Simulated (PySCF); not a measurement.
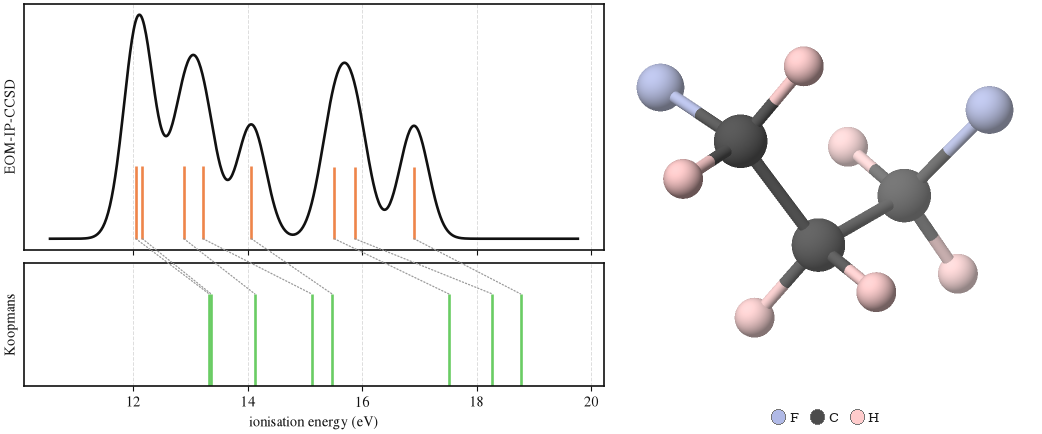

Valence photoelectron lines of C₃H₆F₂ (1,3-difluoropropane), SMILES FCCCF: vertical EOM-IP-CCSD/aug-cc-pVDZ (frozen core, PySCF 2.14.0, at a PBE0-D3(BJ)/def2-SVP geometry (no frequency check); 8 lines, one for each of the 8 highest orbitals, so a line of a deeper orbital can be missing among them) above, Hartree-Fock orbital energies with the sign turned below, non-relativistic; dotted lines join each line to its leading orbital. Stick heights are one-hole weights (summed over degenerate lines), not cross-sections; Gaussian width 0.60 eV.

What is the first vertical ionisation energy, and how far is Koopmans' value off?

Answer. 12.05 eV from the HOMO; Koopmans gives 13.33 eV, 1.28 eV too high.

List the lines.

Answer.
```
  hole  EOM-IP-CCSD (eV)  Koopmans (eV)  one-hole weight
  HOMO             12.05          13.33             0.96
HOMO-1             12.16          13.36             0.96
HOMO-2             12.89          14.13             0.96
HOMO-3             13.22          15.12             0.95
HOMO-4             14.07          15.47             0.96
HOMO-5             15.51          17.52             0.95
HOMO-6             15.87          18.27             0.95
HOMO-7             16.91          18.77             0.95
```

Note: small basis, so the lines can lie some tenths of an eV too low; one conformer of a flexible molecule.
